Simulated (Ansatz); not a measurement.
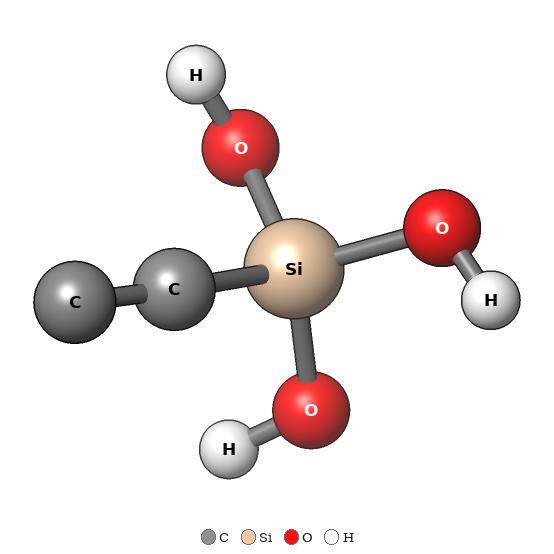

Charge 0, doublet. The geometry was computed by an optimisation with PBE-D4/def2-SVP. No frequency run is at hand to confirm it as a minimum. Properties computed with UKS PBE-D4/def2-SVP (Ansatz 0.2.0).

Question: Estimate the dispersion correction.

Answer: −20.8 kJ/mol.

Question: Give the dipole moment at this level.

Answer: 0.84 D.

Question: What is the ⟨S²⟩ of the determinant?

Answer: 0.766.
